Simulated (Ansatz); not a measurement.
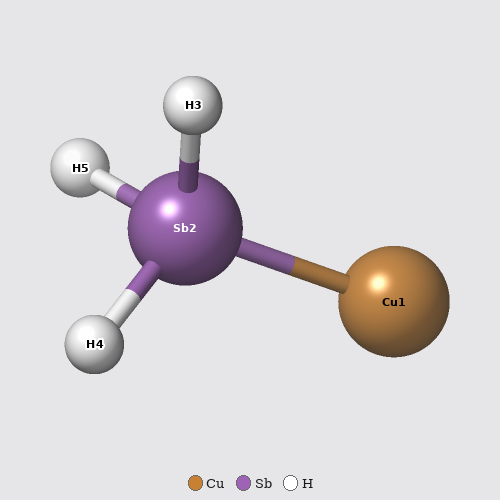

The system is CuH₃Sb, charge +1; the picture shows the reference structure. The turn is about an axis along (0.33, −0.94, −0.03) in the frame of the relaxed pair, normal to the line between the partners. The first coordinate is: distance Sb2···Cu1; the second: turn of Cu1 about Sb2. Grid: 15 × 15 points. At 15 points there is no value (left out of the scan, as a rule where atoms come close). Points are written as (first, second). All energies are given in eV relative to the ion and the molecule far apart, frozen as in the relaxed pair, each in its own basis (no counterpoise correction). Energies and slopes of some neighbouring points disagree (a jump in structure or state, or too coarse a mesh). The calculation used RKS SPW92 (LDA)/def2-TZVPD (Ansatz).

Its coordinates:

```xyz
5

Cu    1.6102    0.5992   -1.5948
Sb   -0.0316   -0.0118    0.0313
H    -1.0122    1.2458    0.5720
H     0.5774   -0.6605    1.4610
H    -1.1439   -1.1727   -0.4694
```

Range: distance Sb2···Cu1 from 2.008 to 4.008 Å; turn of Cu1 about Sb2 from −120.0 to 120.0°.

Question: What landscape does the calculation give?

Answer: The lowest grid point is at (2.354 Å, 0.0°), −3.27 eV from the ion and the molecule far apart, frozen as in the relaxed pair, each in its own basis (no counterpoise correction). The highest grid point, (2.239 Å, −102.9°), lies 2.96 eV above the lowest.

```tsv
turn of Cu1 about Sb2 ↓, distance Sb2···Cu1 →	2.008	2.058	2.139	2.239	2.354	2.481	2.619	2.766	2.921	3.085	3.257	3.435	3.620	3.811	4.008
120.0	–	–	–	–	−0.73	−1.58	−2.05	−2.23	−2.20	−2.06	−1.87	−1.65	−1.45	−1.27	−1.12
102.9	–	–	–	−0.60	−1.34	−1.79	−1.99	−2.00	−1.88	−1.71	−1.50	−1.31	−1.14	−1.00	−0.89
85.7	−0.50	−0.93	−1.44	−1.82	−2.02	−2.06	−1.97	−1.80	−1.59	−1.36	−1.14	−0.94	−0.79	−0.68	−0.61
68.6	−1.11	−1.45	−1.83	−2.10	−2.21	−2.19	−2.07	−1.90	−1.70	−1.50	−1.31	−1.15	−1.01	−0.90	−0.81
51.4	−1.38	−1.72	−2.12	−2.40	−2.52	−2.51	−2.40	−2.23	−2.03	−1.82	−1.62	−1.43	−1.27	−1.13	−1.01
34.3	−1.71	−2.07	−2.48	−2.77	−2.90	−2.89	−2.77	−2.58	−2.36	−2.12	−1.89	−1.67	−1.48	−1.31	−1.17
17.1	−1.98	−2.35	−2.76	−3.05	−3.18	−3.15	−3.02	−2.81	−2.57	−2.31	−2.06	−1.83	−1.61	−1.43	−1.26
0.0	−2.08	−2.45	−2.86	−3.15	−3.27	−3.25	−3.11	−2.89	−2.64	−2.38	−2.12	−1.88	−1.66	−1.46	−1.30
−17.1	−1.98	−2.35	−2.76	−3.05	−3.18	−3.15	−3.02	−2.81	−2.57	−2.31	−2.06	−1.83	−1.61	−1.43	−1.26
−34.3	−1.72	−2.08	−2.49	−2.77	−2.90	−2.89	−2.77	−2.58	−2.36	−2.12	−1.89	−1.67	−1.48	−1.31	−1.17
−51.4	−1.38	−1.73	−2.13	−2.40	−2.53	−2.52	−2.41	−2.24	−2.03	−1.82	−1.62	−1.43	−1.27	−1.13	−1.01
−68.6	−1.12	−1.46	−1.85	−2.11	−2.23	−2.20	−2.08	−1.91	−1.71	−1.50	−1.31	−1.15	−1.01	−0.90	−0.81
−85.7	−0.43	−0.87	−1.40	−1.80	−2.02	−2.07	−1.99	−1.83	−1.61	−1.38	−1.16	−0.96	−0.80	−0.68	−0.61
−102.9	–	–	–	−0.32	−1.17	−1.70	−1.96	−2.00	−1.90	−1.73	−1.53	−1.34	−1.16	−1.02	−0.90
−120.0	–	–	–	–	–	−1.41	−1.97	−2.20	−2.21	−2.08	−1.89	−1.68	−1.47	−1.29	−1.13
```

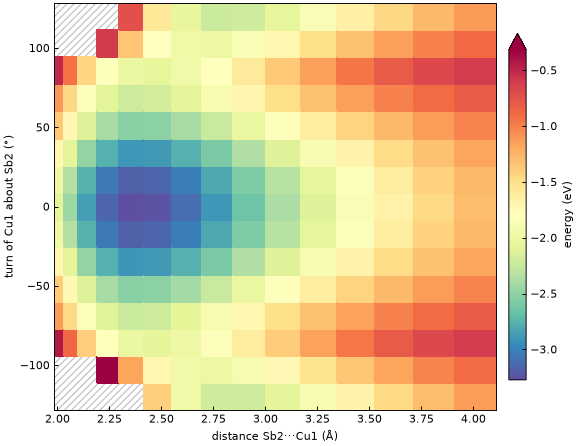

The picture shows one coloured cell a grid point, one colour for all values above the top of the scale, hatched blanks where no value was computed.

The whole map (210 points run) took 10 min on 1 thread of Arm Neoverse V2, on a shared host.
